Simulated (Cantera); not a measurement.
Input: 1 mol B2O3, 3.9 mol N2, 0.25 mol H2, 0.17 mol O2, at 7.50 Torr.

These are equilibrium values from Cantera (NASA tables, ideal gas, pure condensed phases), not measurements of a reactor. Candidate condensed phases: B, BN, B2O3, B3O3H3, H2O; 39 gas species. Kinetics and transport are ignored.

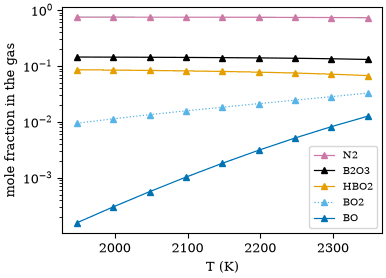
Fig. 1. Equilibrium gas composition (values under 1e-9 drawn at 1e-9)

From 1948 K to 2348 K nothing is condensed. The main B-bearing gas is B2O3 throughout.
